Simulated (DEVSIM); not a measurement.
System: InP/In0.53Ga0.47As p-n heterojunction, at 300 K.

| layer (left to right) | material | thickness (μm) | Nd (cm⁻³) | Na (cm⁻³) | τn (s) | τp (s) |
|---|---|---|---|---|---|---|
| 1 | InP | 0.640 | - | 1.9e18 | 1.7e-10 | 5.7e-9 |
| 2 | In0.53Ga0.47As | 2.00 | 4.1e16 | - | 5.7e-9 | 5.7e-9 |

Left contact: ohmic. Right contact: ohmic. Voltage is applied to the left contact. Recombination: SRH at mid-gap, radiative, Auger. Mobility is constant in doping.

This is a model device: material constants are rounded textbook-type values typed into the input, and sizes, dopings and lifetimes were drawn at random. Values at 300 K.

| parameter | InP | In0.53Ga0.47As |
|---|---|---|
| gap (eV) | 1.344 | 0.74 |
| affinity (eV) | 4.38 | 4.51 |
| permittivity | 12.5 | 13.9 |
| Nc (cm⁻³) | 5.7e17 | 2.1e17 |
| Nv (cm⁻³) | 1.1e19 | 7.7e18 |
| μn (cm²/Vs) | 5200 | 12000 |
| μp (cm²/Vs) | 170 | 300 |
| B (cm³/s) | 1.2e-10 | 9.6e-11 |
| Cn (cm⁶/s) | 9e-31 | 5e-29 |
| Cp (cm⁶/s) | 9e-31 | 5e-29 |

Model (solved in DEVSIM): 1D drift-diffusion, Boltzmann statistics, complete ionisation; no tunnelling, impact ionisation, image-force lowering or self-heating. Band offsets follow the typed affinities; no thermionic-emission limit at abrupt steps, no polarisation charge.

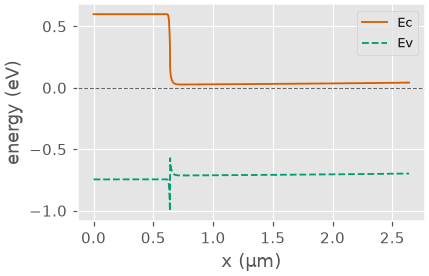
Figure. Band edges at 0.7 V on the left contact

Energies count from the Fermi level of the right contact; mesh points crowd at the junctions.

```tsv
x (μm)	Ec (eV)	Ev (eV)	n (cm⁻³)	p (cm⁻³)	field (V/cm)
0.000	0.599	-0.745	< 1e2	1.9e18	≈ 0
0.006466	0.599	-0.745	500000	1.9e18	≈ 0
0.02047	0.599	-0.745	1600000	1.9e18	≈ 0
0.05407	0.599	-0.745	4100000	1.9e18	≈ 0
0.1696	0.599	-0.745	1.3e7	1.9e18	≈ 0
0.3791	0.599	-0.745	2.9e7	1.9e18	≈ 0
0.5306	0.599	-0.745	4.1e7	1.9e18	≈ 0
0.6063	0.599	-0.745	4.8e7	1.9e18	-81
0.6283	0.571	-0.773	1.4e8	6.5e17	-77000
0.6374	0.401	-0.943	1.0e11	8.6e14	-310000
0.6424	0.136	-0.604	1.1e15	2.5e18	-130000
0.6569	0.059	-0.681	2.2e16	1.2e17	-24000
0.6861	0.030	-0.710	6.5e16	4.0e16	-2800
0.7546	0.027	-0.713	7.5e16	3.4e16	45
0.9928	0.028	-0.712	7.0e16	2.9e16	65
1.474	0.031	-0.709	6.2e16	2.1e16	72
2.099	0.036	-0.704	5.1e16	1.0e16	90
2.412	0.040	-0.700	4.5e16	4.5e15	110
2.567	0.041	-0.699	4.2e16	1.5e15	120
2.612	0.042	-0.698	4.2e16	5.8e14	130
2.631	0.042	-0.698	4.1e16	1.9e14	130
2.640	0.042	-0.698	4.1e16	1.5e7	130
```
